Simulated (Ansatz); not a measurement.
Bond-angle distributions (per cent of the angles at each element, bins of 10°) of a relaxed model of amorphous Ge₂₈Se₂₈Sb₃ at 5.31 g/cm³. Computed with PBE-D3(BJ), scalar-relativistic without spin-orbit coupling, PAW (Ansatz default set, large-core Se) (plane waves to 420 eV; Ansatz, a program for electronic structure).

It comes from a melt-quench run on a machine-learned potential (CHGNet), relaxed afterwards by DFT. The hot cell started wider than the set density and was brought back towards it in steps. It is the lowest in DFT energy of 3 quenches. It is a model cell: composition and starting density were chosen by hand, and all elements were melted together. The geometry includes D3(BJ) dispersion. Its density started from a set value of 5.05 and ended at 5.31 g/cm³. Cooling (nominally 89 K/ps over its main leg) ran many orders faster than in experiment, which tends to leave more defects and strain. A cell of this size samples the disorder only roughly. Volume and shape were free in the relaxation. On a 2×2×2 Γ-centred mesh force components of up to 0.17 eV/Å stay, since the relaxation ran on one k-point at (1/4, 1/4, 1/4).

Neighbours within Ge-Ge 2.85 Å, Ge-Se 2.92 Å, Ge-Sb 3.11 Å, Se-Se 2.76 Å, Se-Sb 3.11 Å, Sb-Sb 3.34 Å count as bonded.

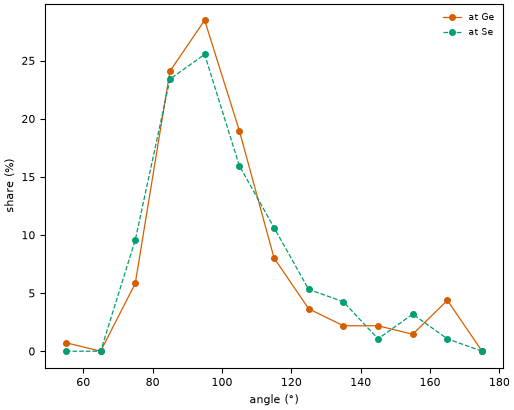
Figure. Bond-angle distributions

They go with these counts of neighbours within the cut-offs, cation contacts included: Ge mean 3.6, most often 3; Se mean 3.1, most often 3.
